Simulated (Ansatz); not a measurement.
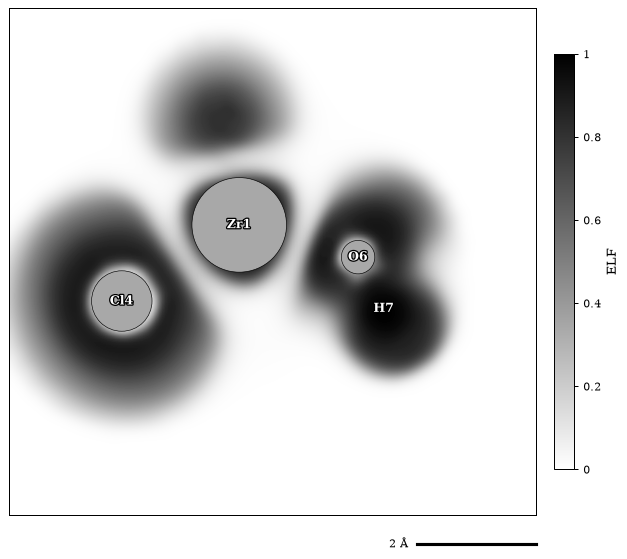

Figure 1: Cl₃FHOZr (doublet). Electron localisation function on the plane of atoms Cl4, Zr1 and O6. Grey discs cover the atomic cores.

Core potentials replace the inner electrons of Zr.

Level of theory: Ansatz, UKS PBE/def2-SVP.

```xyz
7

Zr    0.0532   -0.0758    0.8977
Cl    0.1931    1.7383    2.7019
F     1.8423   -0.0508    0.2690
Cl   -1.3521    1.2412   -0.4607
Cl   -0.7516   -2.2492    0.3339
O    -0.1257   -0.7176    2.8616
H    -0.8802   -0.6873    3.4860
```

Q: Describe what can be read from this map.

A: The plane passes through Zr, Cl, O and H nuclei. Zr–O (2.07 Å): the ELF peaks at about 0.90 in the valence shell of O, 0.6 Å from its nucleus, and drops to about 0.20 between the two atoms. Zr–Cl (2.36 Å): the ELF peaks at about 0.85 in the valence shell of Cl, 0.8 Å from its nucleus, and is about 0.35 at the midpoint. O–H (0.98 Å): the ELF climbs to about 1 towards the hydrogen, as it does in any bond to H: a covalent bond by its length.
